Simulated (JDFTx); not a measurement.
Os(1 0 -1 0) slab cut from bulk Os (space group P6_3/mmc, indices of the conventional cell, lattice of the Materials Project entry mp-49, not re-optimised): 6 atoms in 6 planes, a 1x1 cell of 11.88 Å² (|a| = 2.746, |b| = 4.326 Å), 5.3 Å between the outermost planes, cell height 21.5 Å, 8×6×1 k mesh, Fermi smearing 0.01 Ha, no spin polarisation.

Computed with JDFTx (a modified build): PBE, GBRV ultrasoft potentials, plane waves to 20/100 Ha. Liquid on both sides: CANDLE, water, 2 M NaF; nuclei fixed, outer atoms relaxed in vacuum. The electron chemical potential μ is absolute (zero in the bulk liquid) and is turned into a potential by U = −μ/e − 4.44 V vs SHE, a convention. Ideal, unreconstructed faces without any overlayer. At negative charge CANDLE's numbers also depend on the cell height, by up to tenths of a volt. Convergence in thickness and k mesh wasn't tested for this slab.

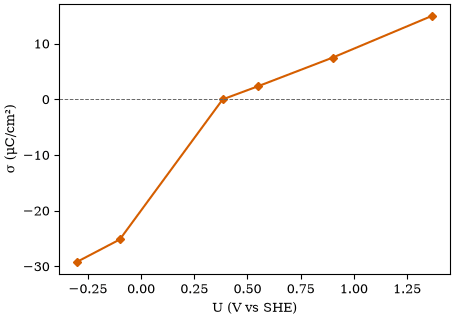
Surface charge density of Os(1 0 -1 0) against potential

Q: Read off the potential of zero charge and the mean capacitance σ/(U − U_pzc) at the computed point just above it.

A: U_pzc ≈ 0.4 V. At 0.55 V it is about 14 μF/cm².
